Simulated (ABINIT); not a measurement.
**KBr (Fm-3m): a self-consistent loop beyond G0W0, cycle by cycle**

How far does self-consistency move the gap of KBr (Fm-3m)?

Main program and level: ABINIT 10.8.3; PBE and many-body steps on it, plane waves.

### 1. The starting structure

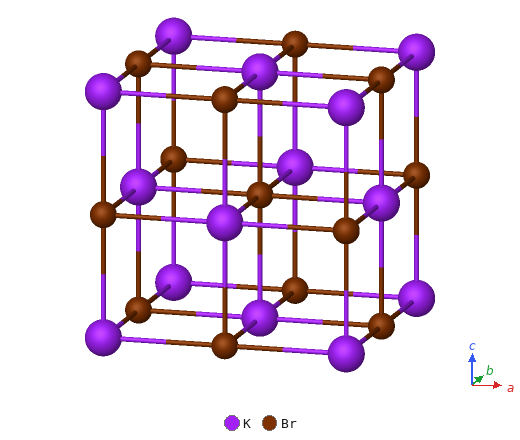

Start, viewed slightly off an axis; potassium purple, bromine brown. This picture shows the conventional cell, with its axes. Some periodic images of atoms are drawn too.

Structure file:

```cif
data_structure
_symmetry_space_group_name_H-M 'P 1'
_symmetry_Int_Tables_number 1
_cell_length_a 4.6669
_cell_length_b 4.6669
_cell_length_c 4.6669
_cell_angle_alpha 60.000
_cell_angle_beta 60.000
_cell_angle_gamma 60.000
_cell_volume 71.87
loop_
_atom_site_label
_atom_site_type_symbol
_atom_site_fract_x
_atom_site_fract_y
_atom_site_fract_z
_atom_site_occupancy
K1 K 0.00000 0.00000 0.00000 1
Br2 Br 0.50000 0.50000 0.50000 1
```

The cell and positions come from the Crystallography Open Database and are kept as given unless a step says otherwise.

### 2. Empty states on the mesh, 4×4×4 mesh, 397 bands

This step: ABINIT 10.8.3; DFT, PBE, plane waves, norm-conserving pseudopotentials.

The sums over transitions need many empty states on a uniform mesh; this step solves for them.

run.abi

```
acell 3*1.0 Angstrom
rprim 
  0.000000000000 3.300000000000 3.300000000000
  3.300000000000 0.000000000000 3.300000000000
  3.300000000000 3.300000000000 0.000000000000
ntypat 2
znucl 19 35
natom 2
typat 1 2
xred 
  0.000000000000 0.000000000000 0.000000000000
  0.500000000000 0.500000000000 0.500000000000
pp_dirpath "pseudos"
pseudos "K.upf, Br.upf"
ecut 33
ngkpt 4 4 4
nshiftk 1
shiftk 0 0 0
kptopt 1
chksymbreak 0
irdden 1
istwfk *1
nband 397
prtvol 0
optdriver 6
gwr_task "HDIAGO"
paral_kgb 0
occopt 1
indata_prefix "in"
outdata_prefix "out"
tmpdata_prefix "tmp"
```

The run is started by

```
$ OMP_NUM_THREADS=1 mpirun -n 8 abinit run.abi > log
```

Log:

```text
.Version 10.8.3 of ABINIT. v10.8.2 released Aug 2026.

 Symmetries : space group Fm -3 m (#225); Bravais cF (face-center cubic)
[... echo of the input left out ...]
== DATASET  1 ==================================================================
-   mpi_nproc: 8, omp_nthreads: 1 (-1 if OMP is not activated)

--- !DatasetInfo
iteration_state: {dtset: 1, }
dimensions: {natom: 2, nkpt: 8, mband: 397, nsppol: 1, nspinor: 1, nspden: 1, mpw: 4477, }
cutoff_energies: {ecut:  33.0, pawecutdg:  -1.0, }
[...]
Direct band gap semiconductor
 Fundamental gap:     4.436 (eV)
   VBM:    -0.010 (eV) at k: [ 0.0000E+00,  0.0000E+00,  0.0000E+00]
   CBM:     4.426 (eV) at k: [ 0.0000E+00,  0.0000E+00,  0.0000E+00]
 Direct gap:         4.436 (eV) at k: [ 0.0000E+00,  0.0000E+00,  0.0000E+00]

== END DATASET(S) ==============================================================
================================================================================

 -outvars: echo values of variables after computation  --------
           etotal      0.0000000000E+00
            nband         397
             nkpt           8
          spgroup         225
 [... the other variables as echoed above ...]

 Calculation completed.
```

The job ended after 61 s (8 MPI ranks of Arm Neoverse V2, shared host; peak memory 8.8 GiB; 8.1 min of CPU time).

This step gave:

```
gap                                                           : 4.436 eV
k of the valence top                                          : 0, 0, 0
k of the conduction bottom                                    : 0, 0, 0
least direct gap                                              : 4.436 eV
k points computed                                             : 8
lowest point of the top converged band, above the valence top : 169.7393 eV
```

On this mesh the gap is 4.436 eV.

The density comes from a self-consistent run that is not shown.

### 3. Screening, 4×4×4 mesh, 389 bands, screening to 228.6 eV

The RPA dielectric matrix is built and inverted for each q.

This step: RPA screening on PBE, plane waves, norm-conserving pseudopotentials.

run.abi, as its differences from that of step 2:

```diff
@@ -20,10 +20,11 @@
 chksymbreak 0
-irdden 1
 istwfk *1
-nband 397
-prtvol 0
-optdriver 6
-gwr_task "HDIAGO"
-paral_kgb 0
 occopt 1
+irdwfk 1
+optdriver 3
+nband 389
+ecuteps 8.4
+inclvkb 2
+awtr 1
+symchi 1
 indata_prefix "in"
```

Log:

```text
.Version 10.8.3 of ABINIT. v10.8.2 released Aug 2026.

 Symmetries : space group Fm -3 m (#225); Bravais cF (face-center cubic)
[... echo of the input left out ...]
== DATASET  1 ==================================================================
-   mpi_nproc: 8, omp_nthreads: 1 (-1 if OMP is not activated)

--- !DatasetInfo
iteration_state: {dtset: 1, }
dimensions: {natom: 2, nkpt: 8, mband: 389, nsppol: 1, nspinor: 1, nspden: 1, mpw: 4477, }
cutoff_energies: {ecut:  33.0, pawecutdg:  -1.0, }
electrons: {nelect:   1.60000000E+01, charge:   0.00000000E+00, occopt:   1.00000000E+00, tsmear:   1.00000000E-02, }

 SCREENING: Calculation of the susceptibility and dielectric matrices

 Based on a program developped by R.W. Godby, V. Olevano, G. Onida, and L. Reining.
 Incorporated in ABINIT by V. Olevano, G.-M. Rignanese, and M. Torrent.
.Using double precision arithmetic ; gwpc =  8

[... cell and pseudopotentials left out ...]
--------------------------------------------------------------------------------

 ==== K-mesh for the wavefunctions ====
 Number of points in the irreducible wedge :     8
[... list of points left out ...]
 Together with 48 symmetry operations and time-reversal symmetry
 yields    64 points in the full Brillouin Zone.

 ==== Q-mesh for the screening function ====
 Number of points in the irreducible wedge :     8
[... list of points left out ...]
 Together with 48 symmetry operations and time-reversal symmetry
 yields    64 points in the full Brillouin Zone.

 setmesh: FFT mesh size selected  =    36x   36x   36
          total number of points  =        46656

 vcoul_init : cutoff-mode = AUXILIARY_FUNCTION
 q-points for optical limit:   1
     1)      0.000010    0.000020    0.000030

- screening: taking advantage of time-reversal symmetry
- Maximum band index for partially occupied states nbvw = 8
- Remaining bands to be divided among processors   nbcw = 381
- Number of bands treated by each node ~47

 Number of electrons calculated from density =   16.0000; Expected =   16.0000
 average of density, n =  0.032988
 r_s =    1.9343
 omega_plasma =   17.5199 [eV]

 calculating chi0 at frequencies [eV] :
  1    0.000000E+00    0.000000E+00
  2    0.000000E+00    1.751989E+01

--------------------------------------------------------------------------------
  q-point number  1        q = ( 0.000000, 0.000000, 0.000000) [r.l.u.]
--------------------------------------------------------------------------------
[... chi0 elements left out ...]
 For q-point:  0.000010 0.000020 0.000030
  dielectric constant =   2.3739
  dielectric constant without local fields =   2.8542

  Average fulfillment of the sum rule on Im[epsilon] for q-point    1 :     90.54  [%]
[... wings left out ...]
  q-point number  2        q = ( 0.250000, 0.000000, 0.000000) [r.l.u.]
--------------------------------------------------------------------------------
[... chi0 elements left out ...]
  Average fulfillment of the sum rule on Im[epsilon] for q-point    2 :     92.63  [%]

 [... 6 further q-points ...]
```

The job ended after 96 s (8 MPI ranks; peak memory 3.8 GiB; 13 min of CPU time).

Numbers from this step:

```
ε∞ with local fields, on this mesh, along the program's q direction : 2.374
the same without local fields                                       : 2.854
plasma frequency                                                    : 17.52 eV
plane waves in the screening matrix                                 : 537
```

Local fields lower ε∞ by 17 %.

### 4. G0W0

The self-energy is evaluated for the states that the input lists, and the levels follow from it, in one-shot runs by the linearised quasiparticle equation.

This step: G0W0 on PBE, plane waves, norm-conserving pseudopotentials.

run.abi, as its differences from that of step 3:

```diff
@@ -23,8 +23,15 @@
 irdwfk 1
-optdriver 3
+optdriver 4
 nband 389
+gwcalctyp 0
+ecutsigx 33
+symsigma 1
+nkptgw 1
+kptgw 
+  0.0000000000 0.0000000000 0.0000000000
+bdgw 
+  6 12
 ecuteps 8.4
-inclvkb 2
-awtr 1
-symchi 1
+irdscr 1
+ppmodel 1
 indata_prefix "in"
```

Log:

```text
.Version 10.8.3 of ABINIT. v10.8.2 released Aug 2026.

 Symmetries : space group Fm -3 m (#225); Bravais cF (face-center cubic)
[... echo of the input left out ...]
== DATASET  1 ==================================================================
-   mpi_nproc: 8, omp_nthreads: 1 (-1 if OMP is not activated)

--- !DatasetInfo
iteration_state: {dtset: 1, }
dimensions: {natom: 2, nkpt: 8, mband: 389, nsppol: 1, nspinor: 1, nspden: 1, mpw: 4477, }
cutoff_energies: {ecut:  33.0, pawecutdg:  -1.0, }
electrons: {nelect:   1.60000000E+01, charge:   0.00000000E+00, occopt:   1.00000000E+00, tsmear:   1.00000000E-02, }

 SIGMA: Calculation of the GW corrections

 Based on a program developped by R.W. Godby, V. Olevano, G. Onida, and L. Reining.
 Incorporated in ABINIT by V. Olevano, G.-M. Rignanese, and M. Torrent.
.Using double precision arithmetic ; gwpc =  8

[... cell and pseudopotentials left out ...]
--------------------------------------------------------------------------------

 ==== K-mesh for the wavefunctions ====
 Number of points in the irreducible wedge :     8
[... list of points left out ...]
 Together with 48 symmetry operations and time-reversal symmetry
 yields    64 points in the full Brillouin Zone.

 ==== Q-mesh for screening function ====
 Number of points in the irreducible wedge :     8
[... list of points left out ...]
 Together with 48 symmetry operations and time-reversal symmetry
 yields    64 points in the full Brillouin Zone.

 vcoul_init : cutoff-mode = AUXILIARY_FUNCTION
 q-points for optical limit:   1
     1)      0.000010    0.000020    0.000030
 setmesh: FFT mesh size selected  =    45x   45x   45
          total number of points  =        91125

 Number of electrons calculated from density =   16.0000; Expected =   16.0000
 average of density, n =  0.032988
 r_s =    1.9343
 omega_plasma =   17.5199 [eV]

 === KS Band Gaps ===
  >>>> For spin  1
   Minimum direct gap =   4.4359 [eV], located at k-point      :   0.0000  0.0000  0.0000
   Fundamental gap    =   4.4359 [eV], Top of valence bands at :   0.0000  0.0000  0.0000
                                       Bottom of conduction at :   0.0000  0.0000  0.0000
 SIGMA fundamental parameters:
 PLASMON POLE MODEL  1
 number of plane-waves for SigmaX                 4477
 number of plane-waves for SigmaC and W            537
 number of plane-waves for wavefunctions          4477
 number of bands                                   389
 number of independent spin polarizations            1
 number of spinorial components                      1
 number of k-points in IBZ                           8
 number of q-points in IBZ                           8
 number of symmetry operations                      48
 number of k-points in BZ                           64
 number of q-points in BZ                           64
 number of frequencies for dSigma/dE                 9
 frequency step for dSigma/dE [eV]                0.25
 number of omega for Sigma on real axis              0
 max omega for Sigma on real axis  [eV]           0.00
 zcut for avoiding poles [eV]                     0.10

 EPSILON^-1 parameters (SCR file):
 dimension of the eps^-1 matrix on file            537
 dimension of the eps^-1 matrix used               537
 number of plane-waves for wavefunctions          4477
 number of bands                                   389
 number of q-points in IBZ                           8
 number of frequencies                               2
 number of real frequencies                          1
 number of imag frequencies                          1

 matrix elements of self-energy operator (all in [eV])

 Perturbative Calculation

--- !SelfEnergy_ee
iteration_state: {dtset: 1, }
kpoint     : [   0.000,    0.000,    0.000, ]
spin       : 1
KS_gap     :    4.436
QP_gap     :    6.996
Delta_QP_KS:    2.560
data: !SigmaeeData |
     Band     E0 <VxcDFT>   SigX SigC(E0)      Z dSigC/dE  Sig(E)    E-E0       E
        6  -0.010 -12.760 -16.565   1.369   0.813  -0.230 -14.741  -1.981  -1.990
        7  -0.010 -12.760 -16.565   1.369   0.813  -0.230 -14.741  -1.981  -1.990
        8  -0.010 -12.760 -16.565   1.369   0.813  -0.230 -14.741  -1.981  -1.990
        9   4.426  -6.661  -3.089  -2.901   0.865  -0.157  -6.081   0.579   5.006
       10   7.598  -8.409  -3.762  -3.128   0.858  -0.165  -7.105   1.304   8.903
       11   7.598  -8.409  -3.762  -3.128   0.858  -0.165  -7.105   1.304   8.903
       12   7.598  -8.409  -3.762  -3.128   0.858  -0.165  -7.105   1.304   8.903

== END DATASET(S) ==============================================================
================================================================================

 -outvars: echo values of variables after computation  --------
           etotal      0.0000000000E+00
            nband         389
             nkpt           8
          spgroup         225
 [... the other variables as echoed above ...]

 Calculation completed.
```

Run time: 33 s. Hardware: 8 MPI ranks; peak memory 4.3 GiB.

This step gave:

| Quantity | Value |
| --- | --- |
| G0W0 gap on the points computed | 6.996 eV |
| starting gap on the mesh | 4.436 eV |
| k of the valence top | 0, 0, 0 |
| k of the conduction bottom | 0, 0, 0 |
| Z at the valence top | 0.813 |
| Z at the conduction bottom | 0.865 |
| least direct G0W0 gap on the computed points | 6.996 eV |

The gap on the mesh goes from 4.44 eV to 7.00 eV, a correction of +2.56 eV.

[end of part 1 of 2]

[Paths, hosts, dates, memory and timing lines, banners, echoed tables and standing remarks are left out of the program output.]

[Logs are printed without paths, hosts, clocks, repeated set-up lines and the standing remarks that a program may print on its own settings, such as how far it seeks lower states.]

[Runs of the session that timed out or met a known fault of the program may be left out.]

[Hosts, paths, dates, database ids (printed as entryN), source tags and the programs' standing remarks are cut or masked in the printed files.]

[G0W0 gaps are taken among the corrected bands and points alone; a level outside them can change the order at an edge.]

[Where Ansatz stands beside ABINIT at settings called matched, ABINIT's density can come from a denser mesh and the files from another edition; pairs whose starting gaps differed by over 0.03 eV were left out, so agreement reads better than it is.]
